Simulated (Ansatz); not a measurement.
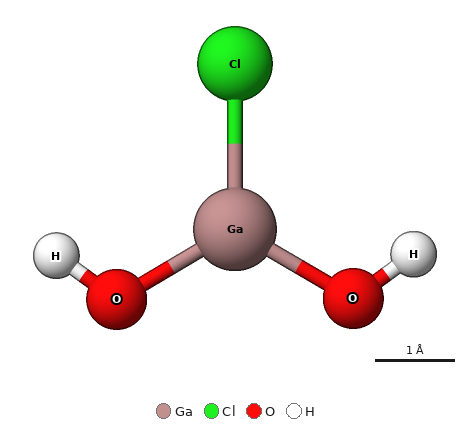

*The input geometry (ball-and-stick view, seen on its broad side). Sticks mark near contacts.*

Bond lengths as drawn: Cl–Ga 2.14 Å, Ga–O 1.76 Å and H–O 0.96 Å.

## Single-point calculation of GaH2ClO2

GaH2ClO2, computed with RKS wB97M-V/def2-TZVPP (Ansatz 0.2.0).

The geometry comes from this level: PBE0-D4/def2-TZVP.

**Output**
```
Functional definition: wB97M-V
  name "wB97M-V"
  cite "Mardirossian & Head-Gordon, J. Chem. Phys. 144, 214110 (2016) doi:10.1063/1.4952647"
  cite "Becke, J. Chem. Phys. 107, 8554 (1997) doi:10.1063/1.475007"
  cite "Vydrov & Van Voorhis, J. Chem. Phys. 133, 244103 (2010) doi:10.1063/1.3521275"
  # Of w^i u^j: cxij and so on, Table III.
  parameter omega = 0.3/bohr
  parameter cx = 0.15
  parameter cx01 = 1.007
  parameter cx10 = 0.259
  parameter css00 = 0.443
  parameter css04 = -1.437
  parameter css10 = -4.535
  parameter css20 = -3.390
  parameter css43 = 4.278
  parameter cos00 = 1.000
  parameter cos10 = 1.358
  parameter cos20 = 2.924
  parameter cos21 = -8.812
  parameter cos60 = -1.390
  parameter cos61 = 9.142
  parameter b = 6.0
  parameter c = 0.01
  gx(w, u) = 1 - cx + cx01*u + cx10*w
  gss(w, u) = css00 + css04*u^4 + css10*w + css20*w^2 + css43*w^4*u^3
  gos(w, u) = cos00 + cos10*w + (cos20 + cos21*u)*w^2 + (cos60 + cos61*u)*w^6
  exchange = spin_sum(e_x_unif_sr(omega)*gx(b97_w, b97_u_x)) + cx*exact_x_sr(omega) + exact_x_lr(omega)
  correlation = spin_sum(e_c_pw_mod_same_spin*gss(b97_w, b97_u_same))
      + integral(e_c_pw_mod_opposite_spin*gos(b97_w_opposite, b97_u_opposite)) + vv10(b, c)
1133 factors; their error is unknown
219 factors; integrals over basis functions are off by at most 2.1e-5 eV
mean field evaluation 1: about -69019.9647 eV, gradient 7.2e1 eV
mean field evaluation 2: about -69014.2691 eV, gradient 9.5e1 eV
mean field evaluation 4: about -69028.1787 eV, gradient 1.9e0 eV
mean field evaluation 8: about -69028.1828 eV, gradient 4.1e-2 eV
mean field evaluation 16: about -69028.3107 eV, gradient 5.8e-5 eV
mean field -69028.31071029 eV, -2536.7436295336 hartree, gradient 5.8e-5 eV, S^2 0.000000; 0 other end points of the search recorded, 0 dependent functions left out
reference -69028.31075219 eV, -2536.7436310734 hartree; 33, 33 occupied and 147, 147 virtual orbitals, 1133 factors
Total energy: -69028.31075219 eV, -2536.7436310734 hartree
```

This output came from the following input.

**The input**
```yaml
crystal:
  periodic: [false, false, false]
  atoms:
    - {symbol: Ga, position_ang: [-0.228712, -0.514835, -0.375254]}
    - {symbol: Cl, position_ang: [1.606548, -1.595541, -0.199242]}
    - {symbol: O, position_ang: [-0.481264, 0.620517, -1.701849]}
    - {symbol: O, position_ang: [-1.522421, -0.739697, 0.803063]}
    - {symbol: H, position_ang: [0.272716, 0.679227, -2.293510]}
    - {symbol: H, position_ang: [-1.299125, -1.374315, 1.488186]}
basis:
  gaussian: {orbitals: def2-TZVPP}
hamiltonian: {xc: {name: wB97M-V}}
```

Run as:
```bash
ansatz run in.yaml --threads 4 --pin off --events-out ev --progress --plain --max-ram 9574MiB
```

**Results in brief**

| quantity | value |
| --- | --- |
| outcome | converged |
| total energy | −69028.3108 eV |
| SCF solution under orbital rotations | stable |
| hardware | 4 threads of Arm Neoverse V1, 23 GiB of memory available, shared host |
| wall time | 5.5 s (CPU time 20 s) |
| peak memory | 0.56 GiB |
